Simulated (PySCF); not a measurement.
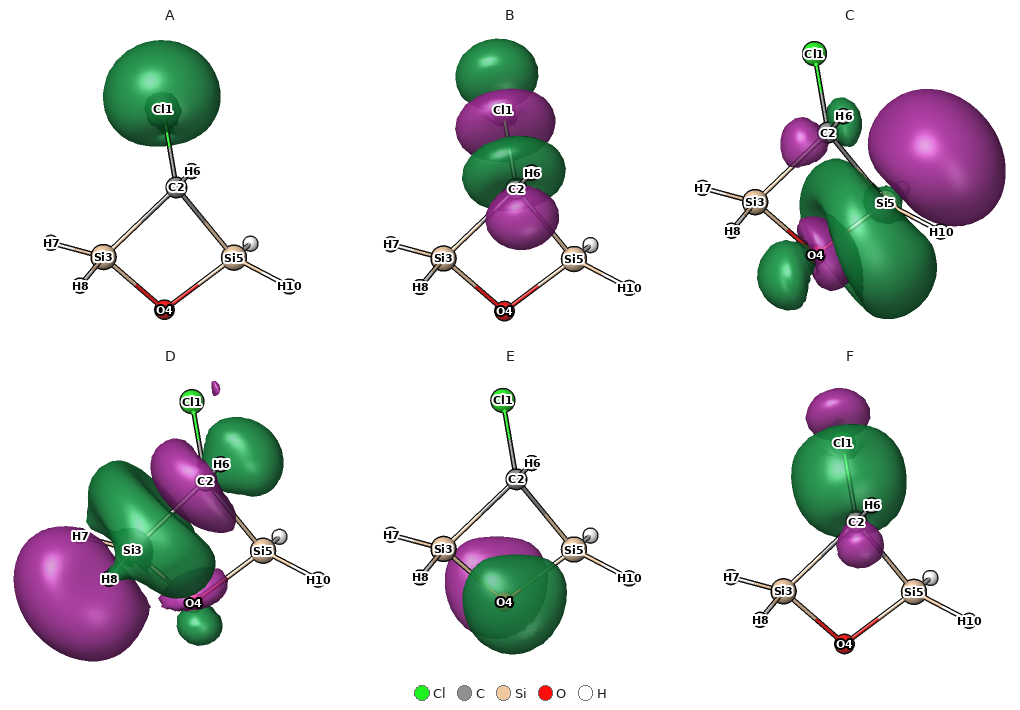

Figure 1: CH5ClOSi2, SMILES `ClC1[SiH2]O[SiH2]1`. Intrinsic bond orbitals (IBO), occupied and valence-virtual; each surface holds about 85 % of the orbital's density. Energies are diagonal elements of the Fock matrix.

PySCF calculation, B3LYP/def2-SVPD, gas phase; geometry: GFN2-xTB. No frequency check shows the geometry to be a minimum. GFN2-xTB bond lengths at metals and heavier atoms can be off by up to 0.1 Å and shapes distorted, which carries into these values.

Cartesian coordinates (Å):

```
Cl1      2.0986   -0.0004   -0.1636
C2       0.5062   -0.0005    0.6420
Si3     -0.7777    1.2996    0.0138
O4      -1.7496    0.0004   -0.3576
Si5     -0.7789   -1.2991    0.0137
H6       0.7190   -0.0009    1.7091
H7      -0.3933    1.9887   -1.2033
H8      -1.4262    2.0843    1.0503
H9      -0.3951   -1.9884   -1.2034
H10     -1.4281   -2.0833    1.0501
```

Q: What does each orbital represent in a Lewis picture?

A: By panel:
- A: lone pair on Cl1 (s-type) (Cl1 100 %; −18.9 eV)
- B: σ* orbital C2–Cl1 (C2 57 %, Cl1 42 %; 2.6 eV)
- C: σ* orbital Si5–O4, mostly on Si5 (Si5 79 %, O4 19 %; 3.4 eV)
- D: σ* orbital Si3–C2, mostly on Si3 (Si3 66 %, C2 31 %; 4.4 eV)
- E: lone pair on O4 (p-type) (O4 92 %; −9.7 eV)
- F: σ bond Cl1–C2 (Cl1 57 %, C2 42 %; −16.0 eV)

The PySCF run took 45 s on 1 thread of Intel(R) Xeon(R) Processor @ 2.50GHz (Skylake/Cascade Lake), with other jobs on the host, peak memory 0.64 GiB.
